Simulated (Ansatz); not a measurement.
```yaml
atoms:
  - { symbol: C, position_ang: [0.0729, -2.3370, 0.9005] }
  - { symbol: C, position_ang: [-1.2483, -1.8991, 0.2735] }
  - { symbol: C, position_ang: [-0.5176, 1.1191, 0.2287] }
  - { symbol: O, position_ang: [-1.9257, -0.0047, 2.4048] }
  - { symbol: Si, position_ang: [-1.7806, -0.1549, 0.7404] }
  - { symbol: H, position_ang: [0.3263, -3.3786, 0.6477] }
  - { symbol: H, position_ang: [0.9105, -1.7068, 0.5617] }
  - { symbol: H, position_ang: [0.0369, -2.2599, 1.9986] }
  - { symbol: H, position_ang: [-2.0599, -2.5918, 0.5618] }
  - { symbol: H, position_ang: [-1.1991, -1.9547, -0.8293] }
  - { symbol: H, position_ang: [-3.1016, 0.1216, 0.0811] }
  - { symbol: H, position_ang: [0.4463, 0.9339, 0.7273] }
  - { symbol: H, position_ang: [-0.3530, 1.0944, -0.8599] }
  - { symbol: H, position_ang: [-0.8511, 2.1313, 0.5031] }
  - { symbol: H, position_ang: [-2.6019, -0.5450, 2.8224] }
```

Geometry: PBE0-D3(BJ)/def2-SVP.

Level of theory: isolated molecule in a Gaussian basis; Kohn-Sham density functional theory, functional PBE0 (Ansatz 0.2.0).

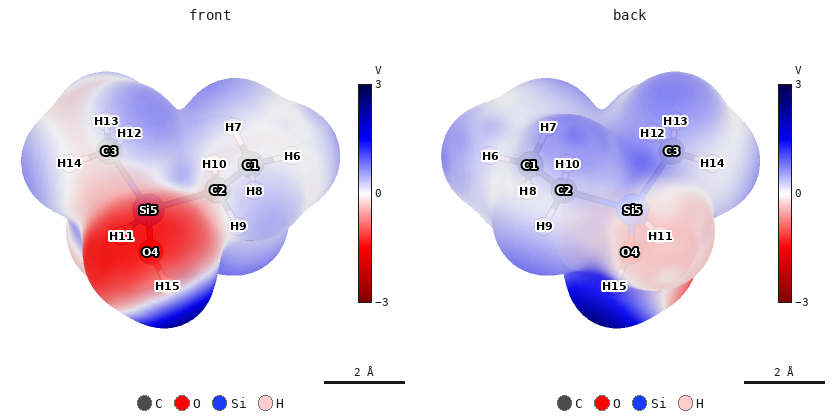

C3H10OSi. The molecular electrostatic potential painted on the density surface at 0.002 e/bohr³, seen from the front and from behind; red is negative and blue positive.

Q: Which sites attract a positive test charge, and which a negative one?

A: A positive charge is drawn to the negative regions and a negative charge to the positive ones. The most negative region (about −1.5 V) lies over O4, the most positive (about +2.4 V) over H15. O4 is the likeliest acceptor of a hydrogen bond.

Q: What dipole moment does the calculation give?

A: Its dipole moment is 1.18 D.
